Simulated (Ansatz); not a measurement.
**Redistribution: CH2ClF + CHCl2I → CH2ClI + CHCl2F**

Species: CH2ClF (chlorofluoromethane) `FCCl`, singlet; CHCl2I (dichloroiodomethane) `ClC(Cl)I`, singlet; CH2ClI (chloroiodomethane) `ClCI`, singlet; CHCl2F (dichlorofluoromethane) `FC(Cl)Cl`, singlet. The partners trade F for I; both sit on C, so the bond types are kept.

Shapes, held fixed at every level: PBE0-D4/def2-TZVP. Programs: Ansatz 0.2.0. The zero-point and thermal change to 298 K, harmonic and unscaled (PBE0-D4/def2-TZVP), is -0.7 kJ/mol.

```
                level                    kind  ΔH(298 K) (kJ/mol)  less CCSD(T)/def2-TZVPP  CPU time (sum over the molecules)
        HF/def2-TZVPP            Hartree–Fock               -23.0                     -4.8                                  –
  B3LYP-D4/def2-TZVPP           global hybrid               -16.9                     +1.3                               24 s
r2SCAN0-D4/def2-TZVPP           global hybrid               -21.4                     -3.2                               29 s
   wB97M-V/def2-TZVPP  range-separated hybrid               -20.0                     -1.8                               59 s
    B2PLYP/def2-TZVPP           double hybrid               -18.3                     -0.1                               32 s
         MP2/def2-SVP     perturbation theory               -20.6                     -2.4                                  –
   CCSD(T)/def2-TZVPP   coupled cluster or CI               -18.2                      0.0                            2.1 min
```

The highest level, CCSD(T)/def2-TZVPP, gives ΔH(298 K) = -18.2 kJ/mol; the levels span -23.0 to -16.9. The column of differences is taken from that level and isn't an error. No measured value is set beside it here. For atoms past krypton def2 sets carry core potentials with scalar relativity. Correlated rows may include outer-core shells of I, which these sets cover unevenly. Times are processor times on shared x86 and Arm servers, and rough.

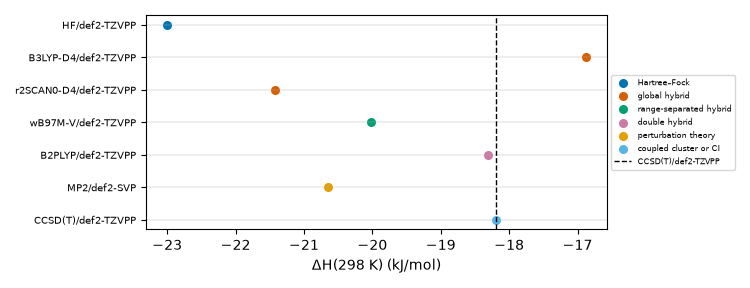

The values of the table, level by level.
